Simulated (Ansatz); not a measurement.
The figure comes from a scan of P (black-P type, space group Cmce): one P atom of a 4-atom cell moves by s along Cartesian z, with its periodic images. Computed with r2SCAN+rVV10 (plane waves to 500 eV, PAW, scalar-relativistic; Ansatz, a program for electronic structure). k mesh 8×8×6 (Γ-centred), Fermi-Dirac smearing 0.05 eV. Energies are smeared free energies. With partly filled bands, energies and forces of such displacements shift with the k mesh and the smearing. P was relaxed with its symmetry unable to fall. The zero of ΔE is the undisplaced structure.

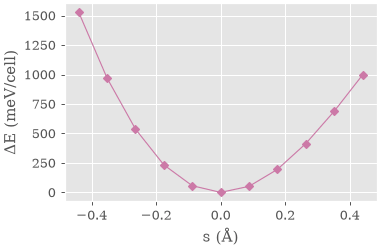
Fig. 1. ΔE (meV/cell) against s (Å); computed points joined by lines.

Question: List the plotted points as numbers.

Answer: To the nearest 20:

```tsv
s (Å)	ΔE (meV/cell)
-0.440	1520
-0.352	960
-0.264	540
-0.176	240
-0.088	60
0.000	0
0.088	60
0.176	200
0.264	420
0.352	680
0.440	1000
```

(For displaced atoms, the force is minus the slope of the energy, and its curvature is a force constant, which sets phonon frequencies.)
